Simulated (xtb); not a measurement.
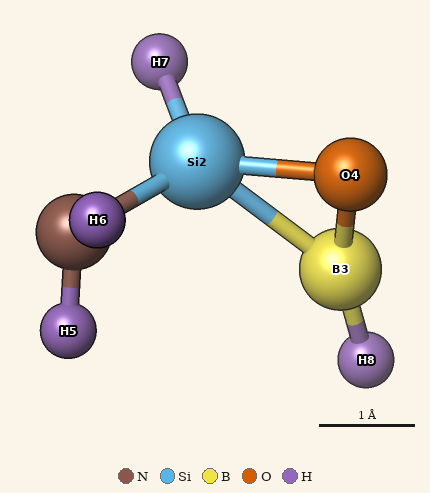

*The structure as given in the input (ball-and-stick view, seen at a tilt; atoms are numbered from 1 in the order of the input).*

**Run report: BSiNH₄O, calculation of the molecule and its ions**

- system: BSiNH₄O, SMILES N[SiH]1BO1
- method: GFN2-xTB (xtb 6.7.1)

The geometry comes from this level: RDKit embedding + MMFF94.

Log
```
* xtb version 6.7.1
   ID    Z sym.   atoms
    1    7 N      1
    2   14 Si     2
    3    5 B      3
    4    8 O      4
    5    1 H      5-8

           -------------------------------------------------
          |                Calculation Setup                |
           -------------------------------------------------

          program call               : xtb mol.xyz --gfn 2 --vipea --json --chrg 0
          coordinate file            : mol.xyz
          omp threads                :                     1

           -------------------------------------------------
          |                 G F N 2 - x T B                 |
           -------------------------------------------------

      * Hamiltonian:
        H0-scaling (s, p, d)           1.850000    2.230000    2.230000
        zeta-weighting                 0.500000
      * Dispersion:
        s8                             2.700000
        a1                             0.520000
        a2                             5.000000
        s9                             5.000000
      * Repulsion:
        kExp                           1.500000    1.000000
        rExp                           1.000000
      * Coulomb:
        alpha                          2.000000
        third order                    shell-resolved
        anisotropic                    true
        a3                             3.000000
        a5                             4.000000
        cn-shift                       1.200000
        cn-exp                         4.000000
        max-rad                        5.000000

          ...................................................
          :                      SETUP                      :
          :.................................................:
          :  # basis functions                  26          :
          :  # atomic orbitals                  25          :
          :  # shells                           13          :
          :  # electrons                        22          :
          :  max. iterations                   250          :
          :  Hamiltonian                  GFN2-xTB          :
          :  restarted?                      false          :
          :  GBSA solvation                  false          :
          :  PC potential                    false          :
          :  electronic temp.          300.0000000     K    :
          :  accuracy                    1.0000000          :
          :  -> integral cutoff          0.2500000E+02      :
          :  -> integral neglect         0.1000000E-07      :
          :  -> SCF convergence          0.1000000E-05 Eh   :
          :  -> wf. convergence          0.1000000E-03 e    :
          :  Broyden damping             0.4000000          :
          :  net charge                          0          :
          :  unpaired electrons                  0          :
          ...................................................

 iter      E             dE          RMSdq      gap      omega  full diag
   1    -11.9078915 -0.119079E+02  0.979E+00    2.50       0.0  T
   2    -11.9761940 -0.683024E-01  0.672E+00    1.46       1.0  T
   3    -11.9555715  0.206225E-01  0.358E+00    2.67       1.0  T
   4    -12.0192063 -0.636348E-01  0.226E+00    1.86       1.0  T
   5    -12.0414813 -0.222750E-01  0.814E-01    2.14       1.0  T
   6    -12.0431177 -0.163633E-02  0.347E-01    2.25       1.0  T
   7    -12.0434934 -0.375785E-03  0.103E-01    2.23       1.0  T
   8    -12.0434999 -0.644529E-05  0.390E-02    2.22       1.0  T
   9    -12.0435036 -0.370794E-05  0.156E-02    2.23       2.3  T
  10    -12.0435038 -0.223403E-06  0.942E-03    2.23       3.8  T
  11    -12.0435041 -0.251268E-06  0.200E-03    2.22      17.7  T
  12    -12.0435041  0.120559E-07  0.285E-03    2.23      12.4  T
  13    -12.0435041 -0.379302E-07  0.288E-04    2.22     122.7  T
  14    -12.0435041 -0.116543E-09  0.564E-05    2.22     626.7  T

   *** convergence criteria satisfied after 14 iterations ***

         #    Occupation            Energy/Eh            Energy/eV
      -------------------------------------------------------------
         1        2.0000           -0.7436193             -20.2349
       ...           ...                  ...                  ...
         5        2.0000           -0.5013453             -13.6423
         6        2.0000           -0.4764757             -12.9656
         7        2.0000           -0.4745806             -12.9140
         8        2.0000           -0.4712526             -12.8234
         9        2.0000           -0.4342711             -11.8171
        10        2.0000           -0.3945019             -10.7349
        11        2.0000           -0.3145047              -8.5581 (HOMO)
        12                         -0.2327438              -6.3333 (LUMO)
        13                         -0.1896880              -5.1617
        14                         -0.1382015              -3.7607
        15                         -0.0963320              -2.6213
        16                         -0.0531479              -1.4462
       ...                                ...                  ...
        25                          0.7649985              20.8167
      -------------------------------------------------------------
                  HL-Gap            0.0817609 Eh            2.2248 eV
             Fermi-level           -0.2736242 Eh           -7.4457 eV

 SCC (total)                   0 d,  0 h,  0 min,  0.004 sec
 SCC setup                      ...        0 min,  0.000 sec (  3.635%)
 Dispersion                     ...        0 min,  0.000 sec (  0.662%)
 classical contributions        ...        0 min,  0.000 sec (  0.146%)
 integral evaluation            ...        0 min,  0.000 sec ( 11.042%)
 iterations                     ...        0 min,  0.003 sec ( 60.941%)
 molecular gradient             ...        0 min,  0.001 sec ( 19.431%)
 printout                       ...        0 min,  0.000 sec (  3.867%)

         :::::::::::::::::::::::::::::::::::::::::::::::::::::
         ::                     SUMMARY                     ::
         :::::::::::::::::::::::::::::::::::::::::::::::::::::
         :: total energy             -11.965903566874 Eh    ::
         :: gradient norm              0.099746763925 Eh/a0 ::
         :: HOMO-LUMO gap              2.224828399075 eV    ::
         ::.................................................::
         :: SCC energy               -12.043502258843 Eh    ::
         :: -> isotropic ES            0.064031788216 Eh    ::
         :: -> anisotropic ES          0.002685672713 Eh    ::
         :: -> anisotropic XC          0.002889098093 Eh    ::
         :: -> dispersion             -0.003599455830 Eh    ::
         :: repulsion energy           0.077598691969 Eh    ::
         :: add. restraining           0.000000000000 Eh    ::
         :: total charge               0.000000000000 e     ::
         :::::::::::::::::::::::::::::::::::::::::::::::::::::

           -------------------------------------------------
          |        vertical delta SCC IP calculation        |
           -------------------------------------------------

 iter      E             dE          RMSdq      gap      omega  full diag
   1    -11.5570955 -0.115571E+02  0.513E+00    2.22       0.0  T
   2    -11.5916801 -0.345846E-01  0.488E+00    1.79       1.0  T
   3    -11.6011987 -0.951857E-02  0.349E+00    1.87       1.0  T
   4    -11.5874109  0.137878E-01  0.217E+00    1.55       1.0  T
   5    -11.6010692 -0.136583E-01  0.861E-01    1.83       1.0  T
   6    -11.6024391 -0.136993E-02  0.396E-01    1.73       1.0  T
   7    -11.6025755 -0.136390E-03  0.140E-01    1.75       1.0  T
   8    -11.6026077 -0.322129E-04  0.582E-02    1.75       1.0  T
   9    -11.6026144 -0.667244E-05  0.232E-02    1.75       1.5  T
  10    -11.6026149 -0.528475E-06  0.820E-03    1.75       4.3  T
  11    -11.6026151 -0.211033E-06  0.229E-03    1.75      15.4  T
  12    -11.6026151 -0.112652E-07  0.736E-04    1.76      48.1  T
  13    -11.6026151 -0.645286E-09  0.150E-04    1.76     235.9  T
     SCC iter.                  ...        0 min,  0.002 sec
     gradient                   ...        0 min,  0.001 sec
------------------------------------------------------------------------
empirical IP shift (eV):    4.8455
delta SCC IP (eV):    7.1517
------------------------------------------------------------------------
           -------------------------------------------------
          |        vertical delta SCC EA calculation        |
           -------------------------------------------------

 iter      E             dE          RMSdq      gap      omega  full diag
   1    -11.8680729 -0.118681E+02  0.741E+00    2.08       0.0  T
   2    -11.7009269  0.167146E+00  0.149E+01    1.20       1.0  T
   3    -11.8738426 -0.172916E+00  0.135E+01    0.78       1.0  T
   4    -11.8446026  0.292401E-01  0.128E+01    0.92       1.0  T
   5    -12.0299056 -0.185303E+00  0.745E+00    0.97       1.0  T
   6    -12.0810793 -0.511738E-01  0.725E+00    0.51       1.0  T
   7    -12.0844038 -0.332452E-02  0.590E+00    0.48       1.0  T
   8    -12.0634069  0.209970E-01  0.584E+00    0.30       1.0  T
   9    -12.1175098 -0.541029E-01  0.269E+00    0.20       1.0  T
  10    -12.1263405 -0.883071E-02  0.189E+00    0.20       1.0  T
  11    -12.0524463  0.738942E-01  0.671E+00    0.33       1.0  T
  12    -12.1335436 -0.810973E-01  0.403E-01    0.21       1.0  T
  13    -12.1330284  0.515134E-03  0.607E-01    0.23       1.0  T
  14    -12.1310736  0.195485E-02  0.116E+00    0.24       1.0  T
  15    -12.1304511  0.622489E-03  0.131E+00    0.24       1.0  T
  16    -12.1326479 -0.219684E-02  0.812E-01    0.22       1.0  T
  17    -12.1337728 -0.112481E-02  0.150E-01    0.22       1.0  T
  18    -12.1337828 -0.100529E-04  0.601E-02    0.21       1.0  T
  19    -12.1337844 -0.155348E-05  0.475E-03    0.22       7.4  T
  20    -12.1337843  0.323573E-07  0.756E-03    0.22       4.7  T
  21    -12.1337843  0.759782E-07  0.825E-03    0.22       4.3  T
  22    -12.1337844 -0.106182E-06  0.350E-03    0.22      10.1  T
  23    -12.1337844 -0.183084E-07  0.117E-03    0.22      30.1  T
  24    -12.1337844 -0.264522E-08  0.709E-05    0.22     498.6  T
  25    -12.1337844  0.157740E-11  0.712E-05    0.22     496.2  T
     SCC iter.                  ...        0 min,  0.003 sec
     gradient                   ...        0 min,  0.001 sec
------------------------------------------------------------------------
empirical EA shift (eV):    4.8455
delta SCC EA (eV):   -2.3889
------------------------------------------------------------------------
           -------------------------------------------------
          |                Property Printout                |
           -------------------------------------------------

    * Orbital Energies and Occupations

         #    Occupation            Energy/Eh            Energy/eV
      -------------------------------------------------------------
         1        2.0000           -0.4757361             -12.9454
         2        2.0000           -0.3879062             -10.5555
         3        2.0000           -0.3525538              -9.5935
         4        2.0000           -0.3026990              -8.2369
         5        2.0000           -0.2635715              -7.1721
         6        2.0000           -0.2355207              -6.4088
         7        2.0000           -0.2271410              -6.1808
         8        2.0000           -0.2220806              -6.0431
         9        2.0000           -0.2015386              -5.4841
        10        2.0000           -0.1746069              -4.7513
        11        2.0000           -0.0598238              -1.6279
        12        0.9850            0.0412184               1.1216 (HOMO)
        13        0.0150            0.0491655               1.3379 (LUMO)
        14                          0.1112875               3.0283
        15                          0.1623901               4.4189
        16                          0.2002939               5.4503
        17                          0.2424108               6.5963
        18                          0.2716260               7.3913
        19                          0.2874836               7.8228
        20                          0.3468757               9.4390
        21                          0.5554760              15.1153
        22                          0.6077241              16.5370
        23                          0.8061670              21.9369
       ...                                ...                  ...
        25                          1.0293645              28.0104
      -------------------------------------------------------------
                  HL-Gap            0.0079472 Eh            0.2163 eV
             Fermi-level            0.0179446 Eh            0.4883 eV

     #   Z          covCN         q      C6AA      α(0)
     1   7          2.530    -0.495    33.191     8.556
     2  14          3.444     0.278   109.428    20.407
     3   5          2.654     0.120    19.814     7.498
     4   8          1.549    -0.581    24.782     6.716
     5   1          0.857     0.053     2.298     2.375
     6   1          0.858     0.053     2.296     2.374
     7   1          0.919    -0.210    11.604     5.328
     8   1          0.932    -0.219    12.357     5.497

 Mol. C6AA /au·bohr⁶  :       1244.020976
 Mol. C8AA /au·bohr⁸  :      39434.489847
 Mol. α(0) /au        :         58.750518

Wiberg/Mayer (AO) data.
largest (>0.10) Wiberg bond orders for each atom

 ---------------------------------------------------------------------------
     #   Z sym  total        # sym  WBO       # sym  WBO       # sym  WBO
 ---------------------------------------------------------------------------
     1   7      2.940 --     6      0.996     5      0.987     2      0.801
     2  14      3.772 --     3      1.195     4      0.957     7      0.816
                             1      0.801
     3   5      3.307 --     2      1.195     4      1.037     8      0.936
     4   8      2.081 --     3      1.037     2      0.957
     5   1      0.996 --     1      0.987
     6   1      0.997 --     1      0.996
     7   1      0.954 --     2      0.816
     8   1      0.952 --     3      0.936
 ---------------------------------------------------------------------------

Topologies differ in total number of bonds
Writing topology from bond orders to xtbtopo.mol

molecular dipole:
                 x           y           z       tot (Debye)
 q only:       -0.590      -0.513      -0.596
   full:       -0.754      -0.753       0.159       2.739
molecular quadrupole (traceless):
                xx          xy          yy          xz          yz          zz
 q only:       -5.165       0.328       2.614      -3.288      -0.604       2.551
  q+dip:       -5.186      -0.135       3.586      -3.981      -0.238       1.600
   full:       -4.748       1.614       3.309      -3.570      -1.043       1.438

           -------------------------------------------------
          | TOTAL ENERGY              -12.056183850427 Eh   |
          | GRADIENT NORM               0.111286102986 Eh/α |
          | HOMO-LUMO GAP               0.216253011784 eV   |
           -------------------------------------------------

------------------------------------------------------------------------
------------------------------------------------------------------------
 total:
 *  cpu-time:     0 d,  0 h,  0 min,  0.021 sec
 * ratio c/w:     1.000 speedup
 SCF:
 *  cpu-time:     0 d,  0 h,  0 min,  0.013 sec
 * ratio c/w:     1.000 speedup
```

The run was set up as follows.

Input file
```python
import subprocess
from rdkit import Chem
from rdkit.Chem import AllChem

molecule = Chem.AddHs(Chem.MolFromSmiles("N[SiH]1BO1"))
AllChem.EmbedMolecule(molecule, randomSeed=435)
AllChem.MMFFOptimizeMolecule(molecule)
Chem.MolToXYZFile(molecule, "mol.xyz")
run = subprocess.run(["xtb", "mol.xyz", "--gfn", "2", "--vipea", "--json", "--chrg", "0"], capture_output=True, text=True)
print(run.stdout)
```

File mol.xyz
```
8

N     -1.563671   -0.301263   -0.129886
Si    -0.079684    0.703305   -0.134003
B      1.630300   -0.210093    0.104063
O      1.016417    0.552662    1.159899
H     -1.351831   -1.279062   -0.462160
H     -1.910257   -0.374988    0.860060
H     -0.092746    1.900110   -0.968726
H      2.351473   -0.990672   -0.429248
```

Launch command:
```bash
python calc.py
```

Key numbers

| quantity | value |
| --- | --- |
| outcome | converged |
| electrons treated | 22 |
| total energy | −11.965904 hartree |
| dispersion energy | −0.003599 hartree |
| basis functions | 26 |
| hardware | 1 thread of Arm Neoverse V1, 24 GiB of memory available, shared host |
| peak memory | 0.079 GiB |
